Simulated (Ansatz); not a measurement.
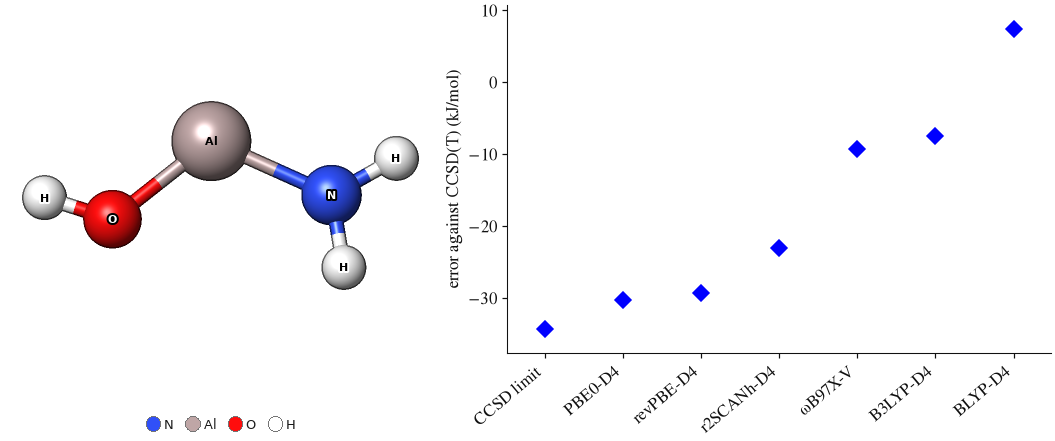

Error in the electronic atomisation energy (method less reference, so positive means overbinding) of AlNH₃O, SMILES [NH2][Al][OH], doublet: functionals in def2-TZVPP against frozen-core CCSD(T) at the limit (MP2 extrapolated from triple and quadruple zeta, plus CCSD(T) less MP2 in a smaller set), which gives 2027.1 kJ/mol, at a PBE0-D4/def2-TZVP geometry (a minimum by its frequencies), no zero-point or spin-orbit term, the Ansatz code. The reference leaves out core correlation, a term that grows with the number of heavy atoms. Limit means the basis limit.

Question: What range do the values span?

Answer: From −34.4 kJ/mol (CCSD limit) to 7.3 kJ/mol (BLYP-D4).

Question: Give the values.

Answer:
```csv
level,kJ/mol
CCSD limit,−34.4
PBE0-D4,−30.3
revPBE-D4,−29.4
r2SCANh-D4,−23.0
ωB97X-V,−9.2
B3LYP-D4,−7.5
BLYP-D4,7.3
```
